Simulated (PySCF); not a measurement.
# GeSe (Germanium monoselenide): levels of theory compared

Aim: a comparison of 6 runs (B3LYP/STO-6G, M06-2X/STO-6G, PBE0/STO-6G, SVWN5/STO-6G, CISD/STO-6G, CCSD(T)/STO-6G) of GeSe (Germanium monoselenide). 

The calculation is run with PySCF 2.14.0.

2 further runs of the same task are left out: 2 set aside as unsound or not needed.

## 1. The molecule

GeSe has 2 atoms, charge 0, and is taken as a singlet. SMILES: `[Ge-]#[Se+]`. The bond length is the measured one.

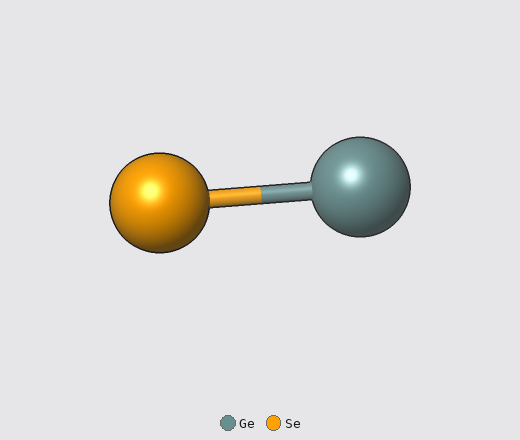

Viewed from a chosen angle; germanium teal, selenium orange.

## 2. A single-point energy at B3LYP/STO-6G (run 1)

run.py reads:

```python
# Germanium monoselenide
from pyscf import gto, dft

mol = gto.M(
    atom='''
Ge   0.000000   0.000000   0.000000
Se   0.000000   0.000000   2.134629
''',
    basis='sto-6g',
    verbose=4,
    charge=0,
    max_memory=1860,
)

calc0 = dft.RKS(mol, xc='b3lyp')
calc0.conv_tol = 1e-10
calc0.grids.level = 5
calc0.kernel()
if not calc0.converged:
    calc0 = calc0.newton().run(calc0.mo_coeff, calc0.mo_occ)

e_tot = calc0.e_tot
print('E = %.10f Eh' % e_tot)
```

Started as:

```bash
$ OMP_NUM_THREADS=1 python run.py
```

What it wrote:

```text
PySCF version 2.14.0

[INPUT] num. atoms = 2
[INPUT] num. electrons = 66
[INPUT] charge = 0
[INPUT] spin (= nelec alpha-beta = 2S) = 0
[INPUT] symmetry False subgroup None
[INPUT] Mole.unit = angstrom
[INPUT] Symbol           X                Y                Z      unit          X                Y                Z       unit  Magmom
[INPUT]  1 Ge     0.000000000000   0.000000000000   0.000000000000 AA    0.000000000000   0.000000000000   0.000000000000 Bohr   0.0
[INPUT]  2 Se     0.000000000000   0.000000000000   2.134629000000 AA    0.000000000000   0.000000000000   4.033864187554 Bohr   0.0

nuclear repulsion = 269.716566898023
number of shells = 16
number of NR pGTOs = 216
number of NR cGTOs = 36
basis = sto-6g
ecp = {}

******** <class 'pyscf.dft.rks.RKS'> ********
method = RKS
initial guess = minao
damping factor = 0
level_shift factor = 0
DIIS = <class 'pyscf.scf.diis.CDIIS'>
diis_start_cycle = 1
diis_space = 8
diis_damp = 0
SCF conv_tol = 1e-10
SCF conv_tol_grad = None
SCF max_cycles = 50
direct_scf = True
direct_scf_tol = 1e-13
XC library pyscf.dft.libxc version 7.0.0
    S. Lehtola, C. Steigemann, M. J.T. Oliveira, and M. A.L. Marques.,  SoftwareX 7, 1–5 (2018)
XC functionals = b3lyp
    P. J. Stephens, F. J. Devlin, C. F. Chabalowski, and M. J. Frisch.,  J. Phys. Chem. 98, 11623 (1994)
radial grids:
    Treutler-Ahlrichs [JCP 102, 346 (1995); DOI:10.1063/1.469408] (M4) radial grids

becke partition: Becke, JCP 88, 2547 (1988); DOI:10.1063/1.454033
pruning grids: <function nwchem_prune>
grids dens level: 5
symmetrized grids: False
atomic radii adjust function: <function treutler_atomic_radii_adjust>
small_rho_cutoff = 0
Set gradient conv threshold to 1e-05
Initial guess from minao.
tot grids = 89472
init E= -4450.26160798836
  HOMO = -0.61675785150641  LUMO = -0.433913398021276  gap/eV = 4.97545
cycle= 1 E= -4454.5217210607  delta_E= -4.26  |g|= 0.48  |ddm|= 2.05
  HOMO = -0.115820090511337  LUMO = 0.0571325017343753  gap/eV = 4.70628
cycle= 2 E= -4453.28055279818  delta_E= 1.24  |g|= 1.57  |ddm|= 3.55
  HOMO = -0.0615956002750698  LUMO = 0.0330785143708354  gap/eV = 2.57621
cycle= 3 E= -4454.65474921583  delta_E= -1.37  |g|= 0.0943  |ddm|= 2.76
  HOMO = -0.139061431809497  LUMO = 0.0232487865388103  gap/eV = 4.41669
cycle= 4 E= -4454.65781544968  delta_E= -0.00307  |g|= 0.0131  |ddm|= 0.251
  HOMO = -0.130998279711454  LUMO = 0.0248160779604842  gap/eV = 4.23992
cycle= 5 E= -4454.65789525876  delta_E= -7.98e-05  |g|= 0.00148  |ddm|= 0.0382
  HOMO = -0.131069247102901  LUMO = 0.0247773148111578  gap/eV = 4.24080
cycle= 6 E= -4454.65789753449  delta_E= -2.28e-06  |g|= 0.000256  |ddm|= 0.00678
  HOMO = -0.130976194202707  LUMO = 0.0247967176015501  gap/eV = 4.23880
cycle= 7 E= -4454.65789762493  delta_E= -9.04e-08  |g|= 4.22e-05  |ddm|= 0.00175
  HOMO = -0.130944600873804  LUMO = 0.0248006601378463  gap/eV = 4.23804
cycle= 8 E= -4454.65789762567  delta_E= -7.42e-10  |g|= 1.54e-06  |ddm|= 0.000158
  HOMO = -0.130943622430395  LUMO = 0.0248010394197656  gap/eV = 4.23803
cycle= 9 E= -4454.65789762568  delta_E= -8.19e-12  |g|= 2.35e-07  |ddm|= 7.93e-06
  HOMO = -0.13094376658975  LUMO = 0.0248009942671866  gap/eV = 4.23803
Extra cycle  E= -4454.65789762568  delta_E= -9.09e-13  |g|= 6.43e-07  |ddm|= 1.49e-06
converged SCF energy = -4454.65789762568
E = -4454.6578976257 Eh
```

Run time: 5.1 s. Hardware: 1 thread of Arm Neoverse V1, shared host; peak memory 0.24 GiB.

## 3. The energy at M06-2X/STO-6G (run 2)

job.py reads:

```python
from pyscf import gto, dft

mol = gto.M(
    atom='Ge 0.000000 0.000000 0.000000; Se 0.000000 0.000000 2.134629',
    basis='sto-6g',
    verbose=3,
    max_memory=1860,
)

calc0 = dft.RKS(mol, xc='m06-2x')
calc0.grids.level = 5
calc0.conv_tol = 1e-10
calc0.kernel()
if not calc0.converged:
    calc0 = calc0.newton().run(calc0.mo_coeff, calc0.mo_occ)

e_tot = calc0.e_tot
print('E(%s) = %.9f' % ('M06-2X', e_tot))
```

Started as:

```bash
$ OMP_NUM_THREADS=1 python job.py
```

What it wrote:

```text
converged SCF energy = -4454.58473866246
E(M06-2X) = -4454.584738662
```

It took 6 s on 1 thread of Arm Neoverse V1, shared host; peak memory 0.24 GiB.

Runs 3 to 5 aren't shown in full; the table further down has their settings and results.

## 4. A single-point energy at CCSD(T)/STO-6G (run 6)

job.py reads:

```python
from pyscf import gto, scf, cc

mol = gto.M(
    atom=[
    ('Ge', (0.000000, 0.000000, 0.000000)),
    ('Se', (0.000000, 0.000000, 2.134629)),
],
    max_memory=1860,
    basis='sto-6g',
    verbose=3,
)

calc0 = scf.RHF(mol)
calc0.conv_tol = 1e-10
calc0.kernel()
if not calc0.converged:
    calc0 = calc0.newton().run(calc0.mo_coeff, calc0.mo_occ)

mycc = cc.CCSD(calc0, frozen=18)
mycc.kernel()
e_t = mycc.ccsd_t()
etot = mycc.e_tot + e_t
print('E(%s) = %.9f' % ('CCSD(T)', etot))
```

Started as:

```bash
$ OMP_NUM_THREADS=1 python job.py
```

What it wrote:

```text
converged SCF energy = -4451.96404827058
E(CCSD) = -4452.043890443535  E_corr = -0.07984217295022364
CCSD(T) correction = -0.00834028001565813
E(CCSD(T)) = -4452.052230724
```

Run time: 2.2 s. Hardware: 1 thread of Arm Neoverse V1, shared host; peak memory 0.11 GiB.

## 5. The series

```
run           level  integration grid  frozen core orbitals   energy (Eh)  dipole moment (D) of the reference  HOMO energy (eV)  LUMO energy (eV)  wall time
  1    B3LYP/STO-6G                 5                     –  -4454.657898                                1.49             -3.56              0.67      5.1 s
  2   M06-2X/STO-6G                 5                     –  -4454.584739                                1.90             -5.70              1.69        6 s
  3     PBE0/STO-6G                 5                     –  -4454.247221                                1.58             -4.14              0.82      4.8 s
  4    SVWN5/STO-6G                 5                     –  -4447.585940                                1.00             -1.22             -0.21      3.9 s
  5     CISD/STO-6G                 –                    18  -4452.041885                                2.73             -6.77              4.44      2.2 s
  6  CCSD(T)/STO-6G                 –                    18  -4452.052231                                2.73             -6.77              4.44      2.2 s
```

## 6. Summary of results

```
                                           quantity           value
                                run 6: total energy  -4452.05223 Eh
        run 6: dipole moment (Hartree–Fock density)          2.73 D
         run 6: HOMO energy (Hartree–Fock orbitals)        -6.77 eV
         run 6: LUMO energy (Hartree–Fock orbitals)         4.44 eV
       run 6: HOMO–LUMO gap (Hartree–Fock orbitals)        11.21 eV
run 6: correlation energy (18 core orbitals frozen)       -88.2 mEh
                              run 6: (T) correction       -8.34 mEh
                               run 6: T1 diagnostic           0.022
```

**Reading.** Over runs 1, 2, 3, 4 the dipole moment (its size) runs from 1.00 D (SVWN5/STO-6G) to 1.90 D (M06-2X/STO-6G). Over runs 1, 2, 3, 4 the HOMO–LUMO gap runs from 1.00 eV (SVWN5/STO-6G) to 7.39 eV (M06-2X/STO-6G). Totals of different functionals can't be ranked against each other. In runs 1, 2, 3, 4, 5, 6 the basis is minimal, so the values are rough. All runs together took 24 s, the longest 6 s.
